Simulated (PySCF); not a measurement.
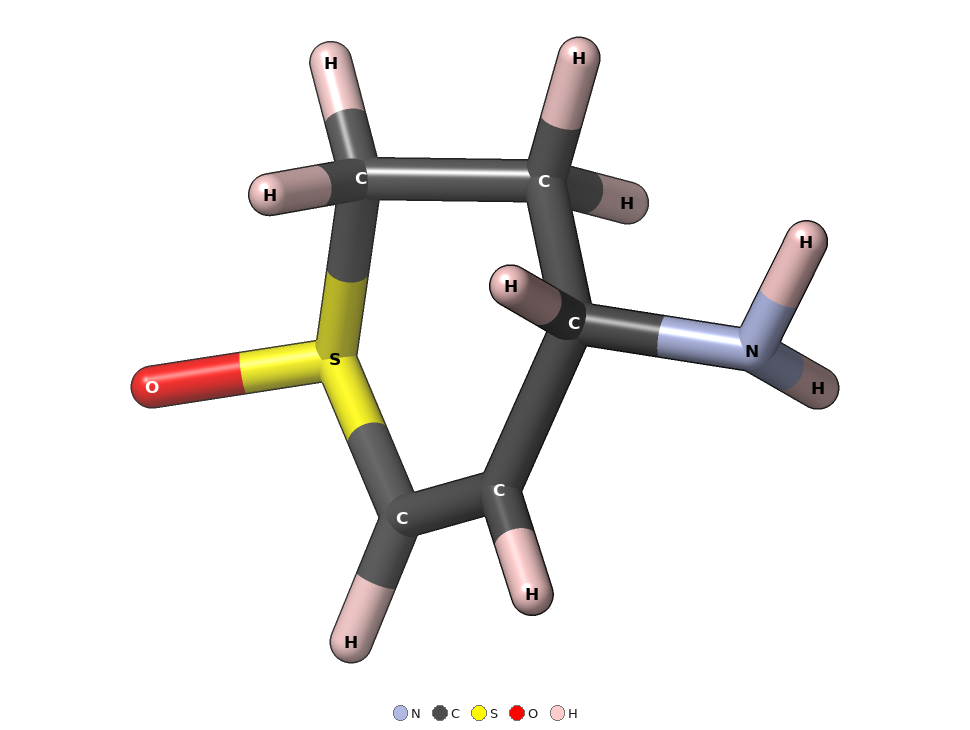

The geometry was computed by an optimisation with GFN2-xTB. No frequency run is at hand to confirm it as a minimum. Properties computed with CAM-B3LYP/def2-SVPD, gas phase (PySCF 2.14.0). Excitations: vertical, linear response.

What is the LUMO energy (Kohn–Sham orbital)?

0.31 eV.

Estimate the lowest vertical singlet excitation.

5.10 eV.

What is the dipole moment?

4.62 D.

Give the HOMO energy (Kohn–Sham orbital) at this level.

−8.06 eV.
